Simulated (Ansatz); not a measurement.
## Response to strain in CrAuO2

Base system: CrAuO₂ (space group R-3m, No. 166; a = 2.9849 Å, c = 18.2743 Å (hexagonal axes); ferromagnetic; a model cell, its experimental status unchecked). Axes: x lies along a and z along c of the hexagonal cell.

Strains are applied to the cell and any free atomic positions relax; under biaxial strain the out-of-plane vector relaxes too.

All numbers come from PBEsol in Ansatz (plane waves to 420 eV, PAW, no SOC).

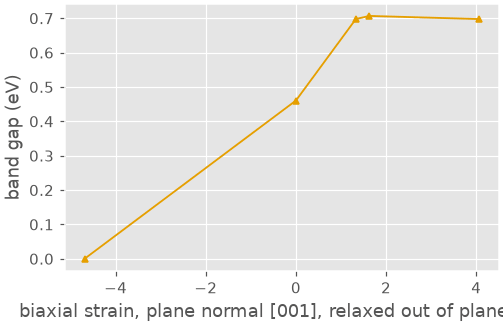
Band gap against biaxial strain, plane normal [001], relaxed out of plane

From the plot, what is the band gap for biaxial strain +1.33 %, plane normal [001], relaxed out of plane?

About 0.70 eV.

Is the trend monotonic over the range shown?

Yes, it rises throughout, spanning zero to 0.71 eV.

The mesh was chosen for an insulator and is coarse for the gapless case. Spin-orbit coupling, missing from the scalar runs, can matter with Au. Whether these cells are dynamically stable was not tested. No Hubbard U is applied and the magnetic state is the run's own (CrAuO2 ferromagnetic); small cells can't hold the antiferromagnetic order that many such compounds have, so gaps and moments can be off. A gap here joins edges of opposite spin (a spin-flip gap).

Ansatz is a first-principles code.
